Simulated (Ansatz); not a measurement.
```xyz
9

O     0.3385    1.5547   -0.4286
C    -0.4748    0.4811   -0.1355
Si    0.5819   -0.9900    0.4437
Cl   -1.4050   -0.0834   -1.6016
H    -0.2023    2.3197   -0.6535
H    -1.2646    0.7333    0.5785
H     1.5097   -1.3639   -0.6483
H    -0.3350   -2.1084    0.7704
H     1.3399   -0.5895    1.6576
```

Geometry: PBE0-D4/def2-TZVP.

These are results of RKS PBE0-D4/def2-TZVPP in Ansatz 0.2.0, not measurements.

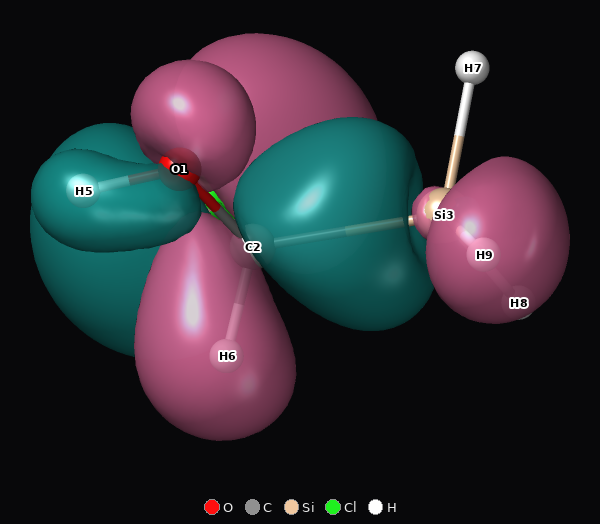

CH5ClOSi (SMILES OC([SiH3])Cl). The HOMO at ±0.08 Å⁻³ᐟ² (teal and pink are the two phases), seen from one side.

Where does this orbital lie, and at what energy?

Answer. It lies mainly on Cl4 (about 55 %), C2 (about 15 %), Si3 (about 10 %) and O1 (about 5 %). Its energy is −8.13 eV.
